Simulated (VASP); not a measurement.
Band structure of Ag2S (space group Cmce). These are PBEsol GGA with spin-orbit coupling, VASP's PBE PAW potentials (set 64) (plane waves; VASP) values and carry that method's errors.

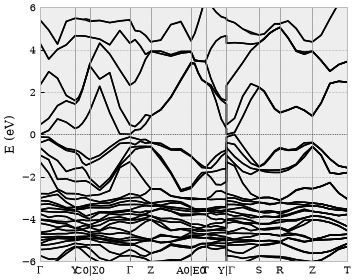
Figure: Bands along high-symmetry lines, zero at the valence-band maximum or, without a gap, the Fermi level

Problem. Read the plot: is there a gap, and where are the band edges?

Solution. It has no gap at this level: it comes out as a metal or semimetal.

The structure comes from a computed database's Ag2S entry (Cmce); how it stands against other phases isn't given here. It was relaxed first, which changed the volume by -10 %. The k-mesh is coarse (spacing up to 0.32 per Å, 2π included), so the numbers may not be converged in it.
